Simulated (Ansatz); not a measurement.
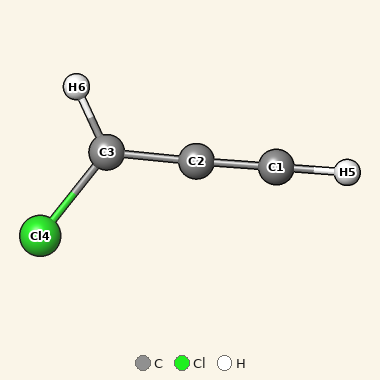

The system is C₃H₂Cl, SMILES [CH+]=C=CCl, charge +1; the picture shows the reference structure. First axis: angle C1–C2–C3 (carried through 180). Second axis: change of the bonds C2–C1, C2–C3, all alike. Nothing is relaxed (all other coordinates rigid). Grid: 15 × 15 points. Points are written as (first, second). Energies are in eV, from the lowest grid point. The calculation used RKS wB97M-V/def2-SVP in Ansatz 0.2.0.

Its coordinates:

```csv
atom,x (Å),y (Å),z (Å)
C,-0.3800,1.0676,-1.0158
C,-0.0853,0.2026,-0.2044
C,0.2747,-0.7488,0.7210
Cl,-0.5110,-2.1750,0.8855
H,-0.6441,1.8330,-1.7368
H,1.1263,-0.5698,1.3951
```

Range: angle C1–C2–C3 (carried through 180) from 140.0 to 220.0°; change of the bonds C2–C1, C2–C3, all alike from −0.143 to 0.221 Å.

Q: Predict the map.

A: The lowest grid point is at (180.0°, 0.013 Å). No other kind of well shows on this grid. The highest grid point, (220.0°, −0.143 Å), lies 2.78 eV above the lowest. Round the minimum the two coordinates are nearly uncoupled.

| second ↓, first → | 140.0 | 145.7 | 151.4 | 157.1 | 162.9 | 168.6 | 174.3 | 180.0 | 185.7 | 191.4 | 197.1 | 202.9 | 208.6 | 214.3 | 220.0 |
| --- | --- | --- | --- | --- | --- | --- | --- | --- | --- | --- | --- | --- | --- | --- | --- |
| 0.221 | 2.68 | 2.66 | 2.64 | 2.63 | 2.62 | 2.61 | 2.61 | 2.61 | 2.61 | 2.61 | 2.62 | 2.64 | 2.66 | 2.68 | 2.71 |
| 0.195 | 2.23 | 2.19 | 2.17 | 2.15 | 2.13 | 2.12 | 2.12 | 2.12 | 2.12 | 2.13 | 2.14 | 2.16 | 2.19 | 2.22 | 2.26 |
| 0.169 | 1.80 | 1.76 | 1.73 | 1.70 | 1.68 | 1.67 | 1.66 | 1.66 | 1.66 | 1.67 | 1.69 | 1.72 | 1.75 | 1.79 | 1.84 |
| 0.143 | 1.41 | 1.36 | 1.32 | 1.29 | 1.27 | 1.25 | 1.24 | 1.24 | 1.24 | 1.26 | 1.28 | 1.31 | 1.35 | 1.40 | 1.46 |
| 0.117 | 1.07 | 1.01 | 0.96 | 0.92 | 0.90 | 0.88 | 0.87 | 0.86 | 0.87 | 0.89 | 0.91 | 0.95 | 0.99 | 1.05 | 1.12 |
| 0.091 | 0.78 | 0.71 | 0.66 | 0.61 | 0.58 | 0.56 | 0.54 | 0.54 | 0.55 | 0.57 | 0.60 | 0.64 | 0.69 | 0.76 | 0.84 |
| 0.065 | 0.56 | 0.48 | 0.42 | 0.37 | 0.33 | 0.30 | 0.29 | 0.28 | 0.29 | 0.31 | 0.35 | 0.40 | 0.46 | 0.53 | 0.62 |
| 0.039 | 0.41 | 0.32 | 0.25 | 0.19 | 0.15 | 0.12 | 0.10 | 0.10 | 0.11 | 0.13 | 0.17 | 0.23 | 0.29 | 0.38 | 0.48 |
| 0.013 | 0.34 | 0.25 | 0.17 | 0.10 | 0.06 | 0.02 | 0.00 | 0.00 | 0.01 | 0.04 | 0.08 | 0.14 | 0.22 | 0.31 | 0.42 |
| −0.013 | 0.38 | 0.27 | 0.19 | 0.12 | 0.06 | 0.02 | 0.00 | 0.00 | 0.01 | 0.04 | 0.09 | 0.16 | 0.24 | 0.34 | 0.46 |
| −0.039 | 0.53 | 0.41 | 0.32 | 0.24 | 0.18 | 0.14 | 0.12 | 0.12 | 0.13 | 0.16 | 0.22 | 0.29 | 0.38 | 0.49 | 0.62 |
| −0.065 | 0.81 | 0.69 | 0.58 | 0.50 | 0.44 | 0.39 | 0.37 | 0.36 | 0.38 | 0.42 | 0.47 | 0.55 | 0.65 | 0.77 | 0.91 |
| −0.091 | 1.24 | 1.11 | 1.00 | 0.91 | 0.84 | 0.79 | 0.77 | 0.76 | 0.78 | 0.82 | 0.88 | 0.97 | 1.07 | 1.20 | 1.35 |
| −0.117 | 1.84 | 1.71 | 1.59 | 1.50 | 1.42 | 1.37 | 1.34 | 1.34 | 1.36 | 1.40 | 1.46 | 1.55 | 1.67 | 1.80 | 1.96 |
| −0.143 | 2.65 | 2.50 | 2.38 | 2.28 | 2.20 | 2.15 | 2.12 | 2.11 | 2.13 | 2.18 | 2.25 | 2.34 | 2.46 | 2.61 | 2.78 |

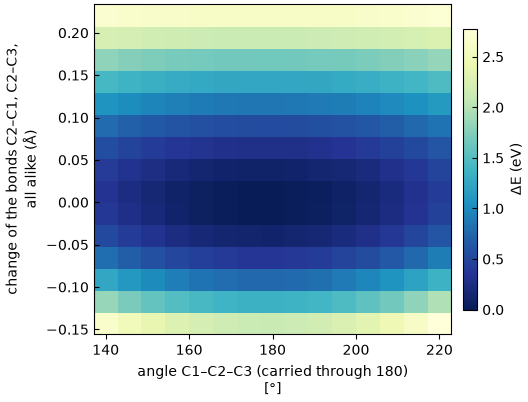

The picture shows one coloured cell a grid point.

Each point was launched as `ansatz run input.yaml --threads 1 --pin off --max-ram 2560MiB --backend cpu --events-out ev --progress --plain --runs-dir out`. The whole map (225 points run) took 9.7 min on 1 thread of AMD EPYC 9R45 96-Core Processor (Zen 5), with other jobs on the host.
